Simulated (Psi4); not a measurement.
# BN2H5 (SMILES NBN) at BLYP/6-311+G(d,p)

What is the vertical electron affinity of BN2H5 at BLYP/6-311+G**? The job is set up through an ASE script.

The results are computed with Psi4 1.11.

2 further runs of the same task are left out: 2 set aside as unsound or not needed.

### Step 1. The system as given

BN2H5: 8 atoms, total charge 0, spin state singlet. SMILES: `NBN`. Geometry: relaxed at PBE0-D4/def2-TZVP.

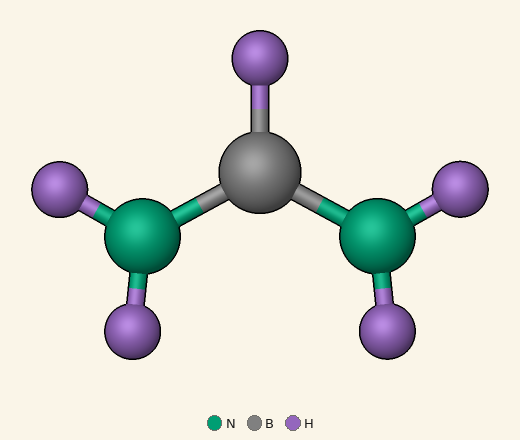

Viewed from a chosen angle; nitrogen teal, boron grey, hydrogen purple.

### Step 2. Energy and forces at BLYP/6-311+G(d,p)

The input, bh5n2.xyz:

```xyz
8
BH5N2
N     -0.971000     0.516500    -0.581100
B      0.194200     0.386600     0.200500
N      0.848200    -0.845200     0.401400
H     -1.426800    -0.244500    -1.053400
H     -1.423900     1.400900    -0.713700
H      0.649700     1.368600     0.718000
H      1.676700    -0.919800     0.960900
H      0.545000    -1.720300     0.011600
```

The input, run_ase.py:

```python
import numpy as np
from ase.calculators.psi4 import Psi4
from ase.io import read

a = read('bh5n2.xyz')
calc = Psi4(atoms=a, method='blyp', basis='6-311+G**', memory='1600MB', num_threads=1, charge=0, multiplicity=1, label='calc', reference='rks')
calc.psi4.set_options({'puream': True, 'e_convergence': 1e-09, 'd_convergence': 1e-08, 'scf_type': 'pk', 'dft_radial_points': 99, 'dft_spherical_points': 590})
a.calc = calc

forces = a.get_forces()
print(f'energy: {a.get_potential_energy():.6f} eV')
print('forces / eV A^-1')
print(np.round(forces, 5))
```

The run is started by

```sh
$ python run_ase.py
```

calc.dat:

```text
[...]
  Running in c1 symmetry.
[...]
  Nuclear repulsion =   68.852594815844668
[...]
  Multiplicity = 1
[...]
  Nalpha       = 12
  Nbeta        = 12
[...]
    Number of basis functions: 96
[...]
   @RKS iter   1:  -136.66423278451066    8.11736e-02   1.41473e-02 DIIS/ADIIS
[...]
   @RKS iter  12:  -137.43672144025939   -5.68434e-13   5.74893e-10 DIIS
[...]
    Orbital Energies [Eh]
    ---------------------
    Doubly Occupied:
       1A    -13.976859     2A    -13.976850     3A     -6.504025
       4A     -0.780748     5A     -0.754074     6A     -0.463959
       7A     -0.456950     8A     -0.434033     9A     -0.374809
      10A     -0.287763    11A     -0.265859    12A     -0.200016
[...]
  @RKS Final Energy:  -137.43672144025939
   => Energetics <=
    Nuclear Repulsion Energy =             68.8525948158446681
    One-Electron Energy =                -321.3919480189331921
    Two-Electron Energy =                 134.8912229295004863
    DFT Exchange-Correlation Energy =     -19.7885911666713596
    Empirical Dispersion Energy =           0.0000000000000000
    VV10 Nonlocal Energy =                  0.0000000000000000
    Total Energy =                       -137.4367214402593902
[...]
 Multipole Moments:
 ------------------------------------------------------------------------------------
     Multipole            Electronic (a.u.)      Nuclear  (a.u.)        Total (a.u.)
 ------------------------------------------------------------------------------------
 L = 1.  Multiply by 2.5417464519 to convert [e a0] to [Debye]
 Dipole X            :         -0.0026944           -0.2026103           -0.2053047
 Dipole Y            :         -0.0060626           -0.4364850           -0.4425476
 Dipole Z            :         -0.0032378           -0.2298172           -0.2330550
 Magnitude           :                                                    0.5406598
[...]
  -Total Gradient:
     Atom            X                  Y                   Z
    ------   -----------------  -----------------  -----------------
       1        0.001225411993    -0.000732425664     0.000700675494
       2       -0.004040588034    -0.008752293939    -0.004602709804
       3       -0.001200319021     0.000910950395    -0.000644778576
       4        0.004661065520     0.006960422732     0.004661408810
       5        0.004562314217    -0.008047151241     0.001513917486
       6       -0.000081086604    -0.000167549560    -0.000089227093
       7       -0.007695310158     0.001172655509    -0.005097080196
       8        0.002568418161     0.008655192633     0.003557688648
[...]
```

On the terminal:

```text
energy: -3739.843681 eV
forces / eV A^-1
[[-0.06301  0.03766 -0.03603]
 [ 0.20778  0.45006  0.23668]
 [ 0.06172 -0.04684  0.03316]
 [-0.23968 -0.35792 -0.2397 ]
 [-0.2346   0.4138  -0.07785]
 [ 0.00417  0.00862  0.00459]
 [ 0.39571 -0.0603   0.2621 ]
 [-0.13207 -0.44507 -0.18294]]
```

Run time: 15 s. Hardware: 1 thread of AMD EPYC 9B45 (Zen 5), shared host; peak memory 0.77 GiB.

### Step 3. The doublet anion at the same level

The input, run.py:

```python
import numpy as np
from ase.calculators.psi4 import Psi4
from ase import Atoms

a = Atoms(['N', 'B', 'N', 'H', 'H', 'H', 'H', 'H'], positions=[
    [-0.971000, 0.516500, -0.581100],
    [0.194200, 0.386600, 0.200500],
    [0.848200, -0.845200, 0.401400],
    [-1.426800, -0.244500, -1.053400],
    [-1.423900, 1.400900, -0.713700],
    [0.649700, 1.368600, 0.718000],
    [1.676700, -0.919800, 0.960900],
    [0.545000, -1.720300, 0.011600],
])
calc = Psi4(atoms=a, method='blyp', basis='6-311+G**', memory='1600MB', num_threads=1, charge=-1, multiplicity=2, label='calc', reference='uks')
calc.psi4.set_options({'puream': True, 'e_convergence': 1e-09, 'd_convergence': 1e-08, 'scf_type': 'pk', 'dft_radial_points': 99, 'dft_spherical_points': 590, 'maxiter': 100})
a.calc = calc

forces = a.get_forces()
print(f'energy: {a.get_potential_energy():.6f} eV')
print('forces / eV A^-1')
print(np.round(forces, 5))
```

The run is started by

```sh
$ python run.py
```

calc.dat (excerpt; [...] marks lines left out):

```text
[...]
  Running in c1 symmetry.
[...]
  Nuclear repulsion =   68.852594815844668
[...]
  Multiplicity = 2
[...]
  Nalpha       = 13
  Nbeta        = 12
[...]
    Number of basis functions: 96
[...]
   @UKS iter   1:  -136.14852738085361    5.96879e-01   1.61890e-02 ADIIS/DIIS
[...]
   @UKS iter  15:  -137.40081459086653   -8.55493e-12   1.92168e-09 DIIS
[...]
   @S^2 Observed:                7.500652751E-01
[...]
  @UKS Final Energy:  -137.40081459086653
   => Energetics <=
    Nuclear Repulsion Energy =             68.8525948158446681
    One-Electron Energy =                -325.0071026638607918
    Two-Electron Energy =                 138.6366506249290182
    DFT Exchange-Correlation Energy =     -19.8829573677794293
    Empirical Dispersion Energy =           0.0000000000000000
    VV10 Nonlocal Energy =                  0.0000000000000000
    Total Energy =                       -137.4008145908665313
[...]
 Multipole Moments:
 ------------------------------------------------------------------------------------
     Multipole            Electronic (a.u.)      Nuclear  (a.u.)        Total (a.u.)
 ------------------------------------------------------------------------------------
 L = 1.  Multiply by 2.5417464519 to convert [e a0] to [Debye]
 Dipole X            :          0.6998410           -0.2026103            0.4972307
 Dipole Y            :          1.5086496           -0.4364850            1.0721646
 Dipole Z            :          0.7945864           -0.2298172            0.5647693
 Magnitude           :                                                    1.3098624
[...]
  -Total Gradient:
     Atom            X                  Y                   Z
    ------   -----------------  -----------------  -----------------
       1       -0.002374822988    -0.002363022085    -0.002129838925
       2       -0.000443581740    -0.000994606799    -0.000516255565
       3       -0.000575892159    -0.003879777296    -0.001192942292
       4        0.004220634135     0.009390885275     0.004854196861
       5        0.007163439086    -0.011954029689     0.002515629104
       6       -0.000797467194    -0.001711498223    -0.000902781746
       7       -0.011646924958     0.002169597606    -0.007634734935
       8        0.004454527064     0.009342263409     0.005006628577
[...]
```

Standard output:

```text
energy: -3738.866606 eV
forces / eV A^-1
[[ 0.12212  0.12151  0.10952]
 [ 0.02281  0.05114  0.02655]
 [ 0.02961  0.19951  0.06134]
 [-0.21703 -0.4829  -0.24961]
 [-0.36836  0.6147  -0.12936]
 [ 0.04101  0.08801  0.04642]
 [ 0.59891 -0.11157  0.39259]
 [-0.22906 -0.4804  -0.25745]]
```

Run time: 27 s. Hardware: 1 thread of AMD EPYC 9B45 (Zen 5), shared host; peak memory 0.77 GiB.

### Step 4. What came out

At BLYP/6-311+G**:

| quantity | value |
| --- | --- |
| singlet BN2H5: total energy | -137.43672 Eh |
| singlet BN2H5: dipole moment | 1.37 D |
| singlet BN2H5: HOMO energy | -5.44 eV |
| singlet BN2H5: LUMO energy | -0.48 eV |
| singlet BN2H5: HOMO–LUMO gap | 4.96 eV |
| singlet BN2H5: largest force on an atom | 0.549 eV/Å |
| doublet anion: total energy | -137.40081 Eh |
| doublet anion: HOMO energy (highest over α and β) | 2.49 eV |
| doublet anion: LUMO energy (lowest over α and β) | 2.83 eV |
| doublet anion: ⟨S²⟩ | 0.750 |
| doublet anion: largest force on an atom | 0.728 eV/Å |
| vertical electron affinity (to the doublet anion) | -0.977 eV |

The anion lies 0.98 eV (94.3 kJ/mol) above the neutral: the electron isn't bound at this level, and such a value depends on the basis. The largest force (singlet BN2H5) is 0.55 eV/Å: the shape isn't a stationary point for this species at this level. The HOMO (doublet anion) lies at positive energy, 2.49 eV, as semi-local functionals often give for anions; only total energies tell whether the electron is bound.
